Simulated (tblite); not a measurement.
**Geometry relaxation, with input and output: C2H9B2F3Si2 (part 2 of 2)**

C2H9B2F3Si2; GFN2-xTB geometry optimisation, gas phase (tblite 0.8.0). It belongs to a series of runs on one base structure; here: H on B replaced by CH2SiH3.

Geometry of the input (Å):
```
B  -2.1801  1.7185  -0.0744
Si -1.3882  0.1231  -0.8220
B  0.5347  0.3984  -1.0316
C  1.4452  0.7567  0.2036
Si 2.6433  -0.6524  0.5184
C  -1.6816  -1.3277  0.3335
F  -1.0687  -2.4524  -0.1841
F  -3.0283  -1.5466  0.4601
F  -1.1407  -1.0525  1.5823
H  -3.0295  2.2931  -0.6741
H  -1.8383  2.1241  0.9765
H  -1.9884  -0.1765  -2.1199
H  1.0035  0.2705  -2.0948
H  0.8306  0.8928  1.1184
H  2.0058  1.6909  0.0073
H  3.4938  -0.3233  1.6760
H  1.8950  -1.8810  0.7938
H  3.4830  -0.8495  -0.6806
```

Trajectory as extended XYZ, continued
```
18
Properties=species:S:1:pos:R:3:forces:R:3 step=89 energy=-787.83215
B    -2.4419    1.7127   -0.2185   -0.0050  -0.0060   0.0060
Si   -1.3482    0.2298   -0.8661    0.0520  -0.0090  -0.0060
B     0.5792    0.6563   -1.0168   -0.0350  -0.0020  -0.0170
C     1.4976    0.7893    0.2102   -0.0090  -0.0030  -0.0050
Si    2.5189   -0.8397    0.4349   -0.0100  -0.0190   0.0090
C    -1.4962   -1.2443    0.4420    0.0060  -0.0020   0.0020
F    -0.9183   -2.3888    0.0070    0.0000  -0.0130   0.0060
F    -2.7684   -1.5753    0.7545    0.0000   0.0120  -0.0010
F    -0.8924   -0.9606    1.6226   -0.0140   0.0130   0.0130
H    -2.9040    2.4778   -0.9716   -0.0070   0.0100  -0.0010
H    -2.5862    1.9343    0.9205    0.0060  -0.0030   0.0020
H    -1.9126   -0.5180   -2.0162    0.0060   0.0000  -0.0100
H     1.0357    0.8714   -2.0781    0.0050   0.0030   0.0020
H     0.9893    0.9458    1.1603    0.0060  -0.0050   0.0190
H     2.2606    1.5610    0.1029    0.0020   0.0180   0.0020
H     3.4014   -0.5996    1.5827   -0.0080   0.0030  -0.0210
H     1.6488   -1.9806    0.6846    0.0080  -0.0010  -0.0090
H     3.3278   -1.0652   -0.7666   -0.0040   0.0050   0.0060
18
Properties=species:S:1:pos:R:3:forces:R:3 step=107 energy=-787.83655
B    -2.4741    1.6842   -0.3019   -0.0040  -0.0020   0.0080
Si   -1.3143    0.2150   -0.8654    0.0140  -0.0110  -0.0050
B     0.5949    0.7083   -0.9660   -0.0200   0.0010   0.0010
C     1.5020    0.7673    0.2738    0.0000   0.0000  -0.0050
Si    2.5386   -0.8647    0.3602   -0.0060  -0.0130   0.0080
C    -1.5038   -1.2023    0.5010   -0.0140   0.0030   0.0010
F    -0.9544   -2.3841    0.1360    0.0110   0.0110   0.0020
F    -2.7931   -1.4780    0.7999   -0.0120  -0.0140   0.0060
F    -0.9198   -0.8795    1.6819   -0.0020   0.0020  -0.0050
H    -2.9295    2.4213   -1.0864   -0.0020   0.0020  -0.0030
H    -2.6708    1.9192    0.8268    0.0060   0.0060  -0.0040
H    -1.8147   -0.5871   -2.0086    0.0050  -0.0020  -0.0030
H     1.0484    1.0238   -2.0030    0.0020   0.0050  -0.0070
H     0.9868    0.8320    1.2306    0.0080   0.0020   0.0200
H     2.2502    1.5596    0.2385    0.0090   0.0060  -0.0070
H     3.4813   -0.6706    1.4672   -0.0030  -0.0110  -0.0080
H     1.6835   -2.0205    0.5957   -0.0030   0.0050   0.0030
H     3.2801   -1.0376   -0.8918    0.0120   0.0110  -0.0010
18
Properties=species:S:1:pos:R:3:forces:R:3 step=125 energy=-787.83795
B    -2.4924    1.6741   -0.3422    0.0060  -0.0060   0.0050
Si   -1.3097    0.2061   -0.8586    0.0030  -0.0010   0.0020
B     0.5908    0.7339   -0.9296    0.0020   0.0050  -0.0040
C     1.5130    0.7588    0.3006   -0.0010   0.0080  -0.0060
Si    2.5448   -0.8787    0.3275    0.0040   0.0020   0.0000
C    -1.5152   -1.1883    0.5285    0.0000   0.0010  -0.0010
F    -0.9476   -2.3709    0.1956    0.0000   0.0050   0.0010
F    -2.8059   -1.4719    0.8146    0.0030  -0.0060   0.0010
F    -0.9507   -0.8352    1.7103   -0.0100  -0.0020   0.0000
H    -2.9468    2.3934   -1.1438   -0.0020  -0.0050  -0.0010
H    -2.6946    1.9297    0.7808   -0.0060   0.0120   0.0010
H    -1.7600   -0.6204   -2.0056   -0.0030   0.0000   0.0090
H     1.0281    1.0970   -1.9589    0.0080  -0.0020   0.0050
H     1.0150    0.7989    1.2684    0.0010  -0.0010  -0.0120
H     2.2624    1.5506    0.2721    0.0010   0.0010   0.0090
H     3.5073   -0.7255    1.4243   -0.0120  -0.0020  -0.0100
H     1.6843   -2.0338    0.5446    0.0030  -0.0040  -0.0040
H     3.2686   -1.0115   -0.9402    0.0050  -0.0030   0.0050
18
Properties=species:S:1:pos:R:3:forces:R:3 step=143 energy=-787.83901
B    -2.5095    1.6708   -0.3850   -0.0040  -0.0020   0.0080
Si   -1.2988    0.2047   -0.8360    0.0060  -0.0070  -0.0020
B     0.5942    0.7594   -0.8923    0.0130   0.0030   0.0000
C     1.5247    0.7440    0.3312    0.0040  -0.0010   0.0060
Si    2.5606   -0.8913    0.2797   -0.0070   0.0160   0.0050
C    -1.5293   -1.1707    0.5666    0.0040  -0.0010   0.0000
F    -0.9336   -2.3490    0.2688    0.0020   0.0060   0.0030
F    -2.8259   -1.4706    0.8066    0.0030   0.0010   0.0040
F    -1.0151   -0.7971    1.7645   -0.0020   0.0060  -0.0070
H    -2.9824    2.3337   -1.2235   -0.0030   0.0070   0.0010
H    -2.7150    1.9840    0.7229   -0.0020   0.0020  -0.0040
H    -1.7152   -0.6514   -1.9740   -0.0040   0.0000  -0.0030
H     1.0225    1.1664   -1.9094   -0.0060  -0.0060   0.0100
H     1.0339    0.7412    1.3034   -0.0080  -0.0080  -0.0050
H     2.2705    1.5400    0.3339   -0.0030  -0.0050  -0.0080
H     3.5324   -0.7785    1.3721   -0.0020  -0.0040  -0.0010
H     1.7044   -2.0563    0.4572    0.0000  -0.0060  -0.0020
H     3.2727   -0.9729   -0.9982    0.0090   0.0000  -0.0040
18
Properties=species:S:1:pos:R:3:forces:R:3 step=160 energy=-787.84057
B    -2.5644    1.6467   -0.5015   -0.0240   0.0080   0.0270
Si   -1.2813    0.2060   -0.8069    0.0280  -0.0020  -0.0150
B     0.5966    0.8117   -0.7991    0.0000  -0.0010  -0.0170
C     1.5373    0.6739    0.4073    0.0090  -0.0070  -0.0010
Si    2.5942   -0.9285    0.1561    0.0060  -0.0030   0.0120
C    -1.5421   -1.0897    0.6617   -0.0120   0.0240  -0.0130
F    -0.8631   -2.2481    0.4972    0.0030  -0.0150   0.0060
F    -2.8360   -1.4462    0.8243   -0.0110  -0.0160   0.0120
F    -1.1452   -0.6032    1.8628    0.0010  -0.0010   0.0280
H    -3.0562    2.2105   -1.3988   -0.0010   0.0150  -0.0090
H    -2.8057    2.0427    0.5730    0.0030  -0.0060  -0.0130
H    -1.6081   -0.7286   -1.9120    0.0000  -0.0010  -0.0130
H     1.0116    1.3340   -1.7681   -0.0090  -0.0070   0.0010
H     1.0560    0.5506    1.3757   -0.0040   0.0050   0.0060
H     2.2708    1.4761    0.4942    0.0040  -0.0020   0.0040
H     3.5688   -0.9351    1.2527   -0.0050   0.0010  -0.0130
H     1.7556   -2.1202    0.1947    0.0090   0.0070  -0.0120
H     3.3025   -0.8464   -1.1251    0.0040   0.0000   0.0100
18
Properties=species:S:1:pos:R:3:forces:R:3 step=178 energy=-787.84338
B    -2.6103    1.6346   -0.5685    0.0130  -0.0150  -0.0040
Si   -1.2799    0.2171   -0.7885   -0.0170  -0.0130  -0.0060
B     0.5983    0.8244   -0.7575    0.0060  -0.0030   0.0070
C     1.5397    0.6005    0.4362    0.0030  -0.0010   0.0030
Si    2.6225   -0.9597    0.0619   -0.0120   0.0080  -0.0030
C    -1.5469   -1.0055    0.7449    0.0140   0.0060  -0.0010
F    -0.7302   -2.0862    0.7374   -0.0130   0.0090   0.0010
F    -2.8020   -1.4999    0.8254   -0.0040   0.0040  -0.0100
F    -1.3205   -0.3918    1.9330    0.0010  -0.0010  -0.0010
H    -3.1214    2.1368   -1.4921    0.0130  -0.0030  -0.0040
H    -2.8652    2.0755    0.4839   -0.0080   0.0040   0.0140
H    -1.5659   -0.7733   -1.8583    0.0070   0.0070   0.0140
H     1.0156    1.3992   -1.6951   -0.0100  -0.0020   0.0010
H     1.0555    0.3986    1.3901    0.0010   0.0000   0.0020
H     2.2655    1.3996    0.5918   -0.0020   0.0010  -0.0080
H     3.5186   -1.1086    1.2118    0.0060   0.0030   0.0060
H     1.7994   -2.1476   -0.1250   -0.0060  -0.0060  -0.0070
H     3.4186   -0.7073   -1.1430    0.0070   0.0040  -0.0040
18
Properties=species:S:1:pos:R:3:forces:R:3 step=196 energy=-787.84464
B    -2.6345    1.6028   -0.6312    0.0030  -0.0020   0.0010
Si   -1.2640    0.2149   -0.7563   -0.0070  -0.0010  -0.0060
B     0.6003    0.8615   -0.6987    0.0030   0.0000   0.0000
C     1.5568    0.5773    0.4682    0.0020   0.0040   0.0030
Si    2.6096   -0.9739   -0.0132   -0.0020  -0.0020  -0.0030
C    -1.5410   -0.9623    0.8078    0.0020  -0.0010   0.0010
F    -0.6919   -2.0158    0.8682   -0.0010   0.0010  -0.0010
F    -2.7825   -1.4935    0.8618   -0.0070  -0.0010   0.0020
F    -1.3754   -0.3000    1.9798    0.0010   0.0000   0.0020
H    -3.0858    2.0874   -1.5946    0.0020   0.0020   0.0000
H    -2.9729    2.0466    0.3966   -0.0020   0.0000   0.0000
H    -1.4874   -0.8172   -1.8005    0.0020   0.0010   0.0030
H     0.9998    1.4909   -1.6084   -0.0030  -0.0010  -0.0030
H     1.0876    0.3303    1.4190    0.0030  -0.0040  -0.0030
H     2.2938    1.3600    0.6507   -0.0020   0.0010   0.0020
H     3.4979   -1.2229    1.1250    0.0050   0.0010   0.0060
H     1.7645   -2.1293   -0.2913   -0.0020   0.0010  -0.0030
H     3.4164   -0.6506   -1.1945    0.0010   0.0010   0.0010
```

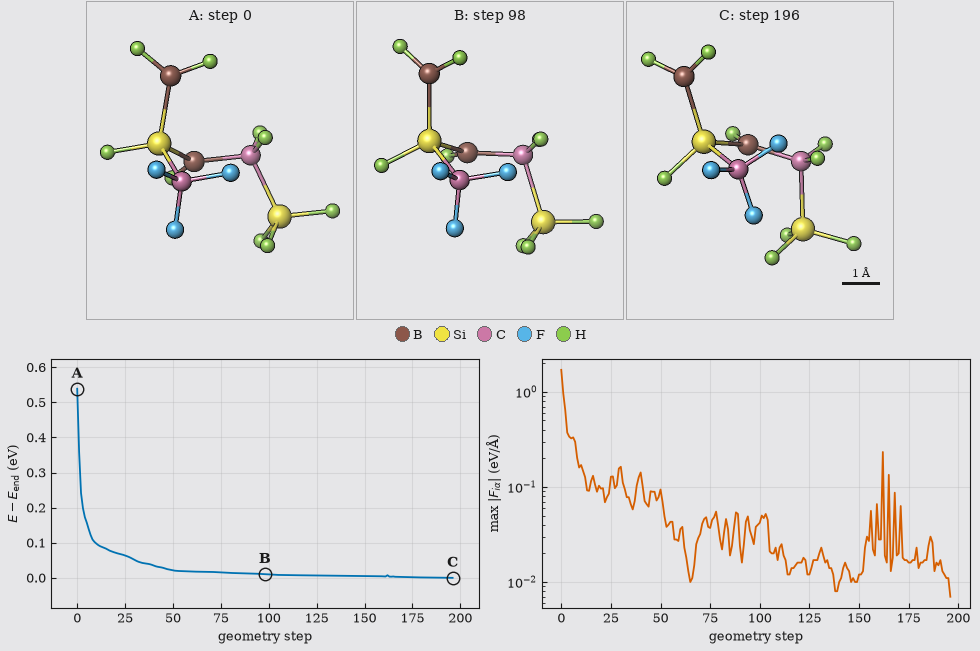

*Frames of the relaxation (ball-and-stick view, seen at a tilt) above the curves, on which the letters mark them (steps are counted from 0).*

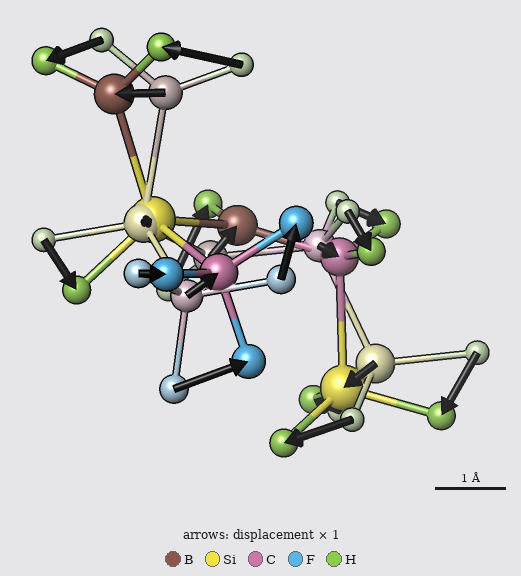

*Start (faint) and end (solid) with the displacements as black arrows, at true length (ball-and-stick view, seen at a tilt). The two geometries are laid on each other by the best rigid fit.*

The energy falls by 0.539 eV in 196 geometry steps. The largest force component goes from 1.7 to 0.007 eV/Å. The atom that moves furthest after the best rigid fit is H13 (1.36 Å). By element the largest moves are H 1.36 Å, F 1.15 Å, B 0.74 Å, Si 0.59 Å, C 0.57 Å. Among the contacts that change: Si2–C6 1.878 → 1.977 Å, C4–Si5 1.876 → 1.936 Å, B3–C4 1.576 → 1.535 Å, C6–F9 1.388 → 1.356 Å. Among the angles that change: C6–Si2–H12 108.9° → 97.0°, B1–Si2–B3 109.2° → 115.3°, B1–Si2–H12 110.2° → 115.7°. (Atoms are counted from 1 in the order of the input.)

Results in brief

```json
{"quantity": "outcome", "value": "converged"}
{"quantity": "total energy", "value": "−787.8446 eV"}
{"quantity": "hardware", "value": "1 CPU thread, shared host"}
{"quantity": "wall time", "value": "3.1 s"}
{"quantity": "peak memory", "value": "0.18 GiB"}
```
